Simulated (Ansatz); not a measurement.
# AlClH6SiSn: rigid scan of one bond length, by script

How does the energy of AlClH6SiSn change as one bond is stretched? The task is a rigid scan of one bond length, for AlClH6SiSn. SMILES: [SiH3][Al]([Cl])[SnH3].

All numbers are computed with Ansatz 0.2.0 through its Python package. Level of theory: PBE/def2-SVP.

## (1) The structure

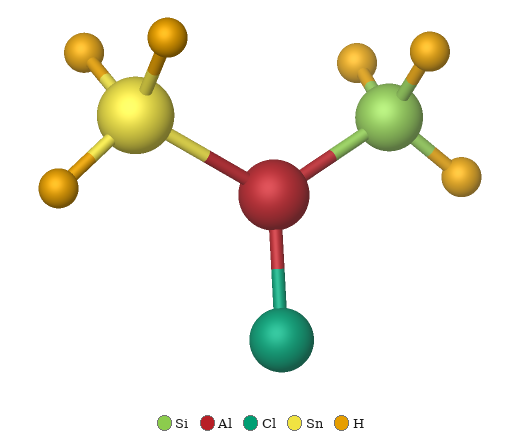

The starting structure, viewed from a chosen angle; silicon green, aluminium red, chlorine teal, tin yellow, hydrogen amber.

No structure file is read: the coordinates are typed or built in the script.

## (2) The code

alclh6sisn_scan.py reads:

```python
# -*- coding: utf-8 -*-
"""Potential curve of AlClH6SiSn along one bond."""

import ansatz as az
import matplotlib.pyplot as plt
import numpy as np

GEOMETRY = """
Si    0.01640    1.30380   -1.69460
Al    0.92530   -0.11130   -0.12010
Cl    3.06740   -0.51890   -0.18090
Sn   -0.51950   -1.23510    1.71000
H    -1.04540    0.61500   -2.50070
H    -0.66270    2.49600   -1.01160
H     1.04280    1.84940   -2.60530
H    -1.78100   -2.20000    0.92040
H     0.39870   -2.24670    2.78150
H    -1.35890   -0.00340    2.70430
"""

system = az.Crystal.molecule()
for line in GEOMETRY.strip().splitlines():
    symbol, *xyz = line.split()
    system = system.atom(symbol, [float(v) for v in xyz])

symbols = [site.symbol for site in system.cartesian_sites]
start = np.array([site.position_ang for site in system.cartesian_sites])
axis = (start[3] - start[1]) / np.linalg.norm(start[3] - start[1])
moving = [3, 7, 8, 9]
lengths, energies = [2.2, 2.38, 2.59, 2.85, 3.24, 3.88, 4.66, 5.69], []
for length in lengths:
    xyz = start.copy()
    xyz[moving] += (length - np.linalg.norm(start[3] - start[1])) * axis
    point = az.Crystal.molecule()
    for symbol, xyz in zip(symbols, xyz):
        point = point.atom(symbol, xyz.tolist())
    job = (
        point.calculation()
        .basis(gaussian="def2-SVP")
        .functional("PBE")
    )
    report = job.run(threads=1, backend="cpu").report
    energies.append(report["free_energy_ev"])
    print(f"r = {length:6.3f} A  E = {energies[-1]:.5f} eV  <S^2> = {abs(report['mean_field']['state']['spin_squared']):.3f}")

print("energy above the lowest point (eV):", [round(e - min(energies), 3) for e in energies])
plt.figure(figsize=(4.5, 3))
plt.plot(lengths, np.array(energies) - min(energies), "o-")
plt.xlabel("bond length (A)")
plt.ylabel("E - E(min) (eV)")
plt.tight_layout()
plt.savefig("scan.png", dpi=100)
```

## (3) The input behind the calls

The package turns the script's settings into the engine's input (first run):

```yaml
crystal:
  periodic: [false, false, false]
  atoms:
    - { symbol: Si, position_ang: [0.0164, 1.3038, -1.6946] }
    - { symbol: Al, position_ang: [0.9253, -0.1113, -0.1201] }
    - { symbol: Cl, position_ang: [3.0674, -0.5189, -0.1809] }
    - { symbol: Sn, position_ang: [-0.30271789893853673, -1.06648169630892, 1.4354063377958306] }
    - { symbol: H, position_ang: [-1.0454, 0.615, -2.5007] }
    - { symbol: H, position_ang: [-0.6627, 2.496, -1.0116] }
    - { symbol: H, position_ang: [1.0428, 1.8494, -2.6053] }
    - { symbol: H, position_ang: [-1.5642178989385367, -2.03138169630892, 0.6458063377958306] }
    - { symbol: H, position_ang: [0.6154821010614632, -2.07808169630892, 2.5069063377958303] }
    - { symbol: H, position_ang: [-1.1421178989385368, 0.16521830369108004, 2.429706337795831] }
basis:
  gaussian:
    orbitals: def2-SVP
hamiltonian:
  xc: pbe
```

## (4) Running it

Started as:

```console
$ python alclh6sisn_scan.py
```

Q: Predict the main results. Wanted: range of energy; lowest point, distance.

The runs gave:

```
                  quantity     value
             runs compared         8
           range of energy  2.861 eV
lowest point, distance (Å)      2.59
```

The curve has its lowest point inside the range, at 2.59. The ends stand 1.24 and 2.86 eV above it. The distance scanned is the script's pair 1, 3. Caveats:
- The rest of the molecule is held rigid at a force-field or estimated start geometry, and the basis set is modest; single-reference methods fail as a bond breaks.
- def2 sets replace the cores of elements past krypton by effective core potentials.
- The orbitals are restricted, so S² is zero by construction.
- Toward dissociation an unrestricted state lies under the restricted one, by 1 to 2 eV or more.
